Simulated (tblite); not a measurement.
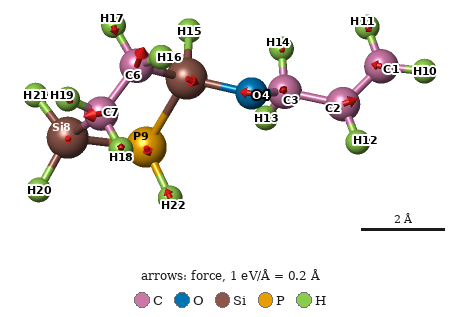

Starting geometry of C5H13OPSi2 with the computed forces as red arrows. Style: ball-and-stick. Shown at a tilt.

The calculation used tblite, GFN2-xTB geometry optimisation, gas phase. 

Q: What follows when this structure is relaxed?

A: It isn't relaxed: the largest force vector, on a C atom, is 3.83 eV/Å. The final displacements have little in common with the starting forces (cosine between the two patterns 0.09). The largest move after the best rigid fit is that of an H atom, 1.27 Å. Largest moves by element: H 1.27 Å, O 0.88 Å, C 0.72 Å, Si 0.70 Å, P 0.65 Å. Some distances before and after: C–Si 1.822 → 1.906 Å, H–P 1.461 → 1.382 Å, C–C 1.471 → 1.528 Å, O–Si 1.678 → 1.622 Å. Bond angles that change, for instance: C–O–Si 108.2° → 126.1°, O–Si–C 117.6° → 105.6°, Si–P–H 105.8° → 94.5°. Groups turn about O–Si by about 25°. The energy falls by 0.978 eV in 203 geometry steps. The run took 2 s on 1 thread of Arm Neoverse V2 (shared host).
